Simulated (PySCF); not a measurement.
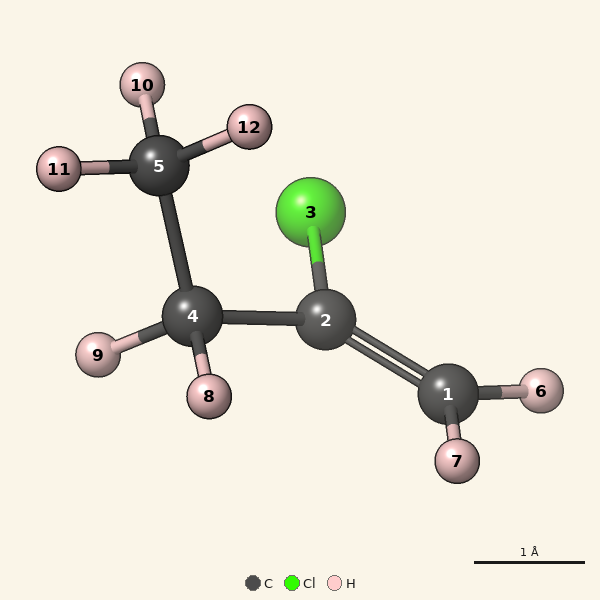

Orthographic view. Depth is shown by fading: the farther an atom, the more it takes the colour of the background. The geometry was computed by an optimisation with PBE0-D3(BJ)/def2-SVP. No frequency run is at hand to confirm it as a minimum.

Write a MOL file (V2000) with the atoms in numerical order, bonds sorted by atom number with the orders drawn, and coordinates in the frame of the picture: x right, y up, z towards the viewer, origin at the mean position.

```
C4H7Cl
                    3D

 12 11  0  0  0  0  0  0  0  0999 V2000
    1.6700   -1.0200   -0.4800 C   0  0  0  0  0  0  0  0  0  0  0  0
    0.5400   -0.3400   -0.7100 C   0  0  0  0  0  0  0  0  0  0  0  0
    0.4100    0.6400   -2.1500 Cl  0  0  0  0  0  0  0  0  0  0  0  0
   -0.6700   -0.3100    0.1600 C   0  0  0  0  0  0  0  0  0  0  0  0
   -0.9800    1.0700    0.7400 C   0  0  0  0  0  0  0  0  0  0  0  0
    2.5100   -0.9900   -1.1700 H   0  0  0  0  0  0  0  0  0  0  0  0
    1.7500   -1.6300    0.4200 H   0  0  0  0  0  0  0  0  0  0  0  0
   -0.5200   -1.0400    0.9700 H   0  0  0  0  0  0  0  0  0  0  0  0
   -1.5300   -0.6600   -0.4300 H   0  0  0  0  0  0  0  0  0  0  0  0
   -1.1300    1.8100   -0.0600 H   0  0  0  0  0  0  0  0  0  0  0  0
   -1.8900    1.0400    1.3500 H   0  0  0  0  0  0  0  0  0  0  0  0
   -0.1500    1.4200    1.3700 H   0  0  0  0  0  0  0  0  0  0  0  0
  1  2  2  0
  1  6  1  0
  1  7  1  0
  2  3  1  0
  2  4  1  0
  4  5  1  0
  4  8  1  0
  4  9  1  0
  5 10  1  0
  5 11  1  0
  5 12  1  0
M  END
```
